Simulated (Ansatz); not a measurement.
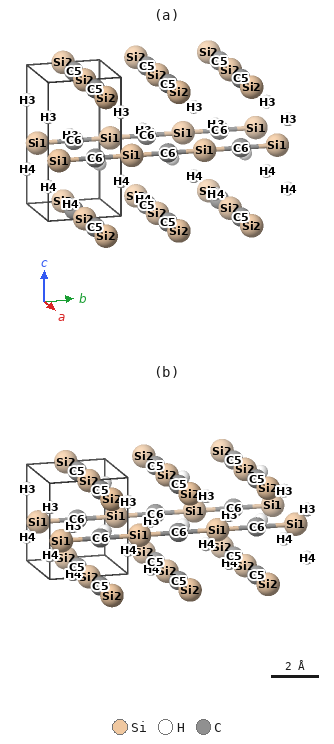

The structure of a crystal of SiHC (a generated structure, set up in P4_2/mmc) (coarse preliminary run) before (top) and after (bottom) a relaxation, at one scale.

A ball-and-stick model of the cell of the calculation, repeated 2 × 3 × 1 with one cell outlined, seen slightly off an axis.

All numbers below come from DFT PBE, scalar-relativistic, plane waves, PAW in Ansatz 0.2.0.

Input
```yaml
crystal:
  lattice:
    - [3.27890311, 0.0, 0.0]
    - [0.0, 3.27890311, 0.0]
    - [0.0, 0.0, 6.17074191]
  atoms:
    - { symbol: Si, position: [0.5, 0.0, 0.5] }
    - { symbol: Si, position: [0.0, 0.5, 0.0] }
    - { symbol: H, position: [0.0, 0.0, 0.75] }
    - { symbol: H, position: [0.0, 0.0, 0.25] }
    - { symbol: C, position: [0.5, 0.5, 0.0] }
    - { symbol: C, position: [0.5, 0.5, 0.5] }
basis:
  ecutwfc: 420
kpoints:
  mp_grid: { grid: [6, 6, 4] }
hamiltonian:
  xc: pbe
scf:
  occupations: { method: gaussian, width: 0.1 }
  lower_state_search: "off"
output:
  forces: true
  stress: true
  eigenvalues: true
relax:
  adjacent_minimum: "off"
  f_tol: 0.04
  max_steps: 70
  cell: { stress_tol: 0.4 }
```

Launched with:
```bash
ansatz run input.yaml --threads 1 --pin off --max-ram 2560MiB --backend cpu --events-out ev --progress --plain --runs-dir out
```

What changed between the two?

The atoms keep their places relative to the cell (all moves are under 0.005 Å). Cell: a = b 3.279 → 3.519 Å (+7.3 %), c 6.171 → 4.280 Å (−30.6 %). Volume −20.1 %. Near-neighbour distances that change, for instance: Si1–C6 1.639 → 1.759 Å. The space group stays P4_2/mmc (No. 131). The energy falls by 286 meV per atom in 13 accepted moves (16 points after the start). All forces vanish by symmetry, so only the cell relaxes. The pressure goes from 8.51 to 0.07 GPa. The line search rejected the trial step at point 10 of the run. The SCF was repeated twice at an unchanged geometry on a basis and grid sized afresh for the cell, which shifted the energy by 1.3 meV per atom at most.

Limits of the set-up: layers or molecules are held without a dispersion correction, so their spacing is unreliable.
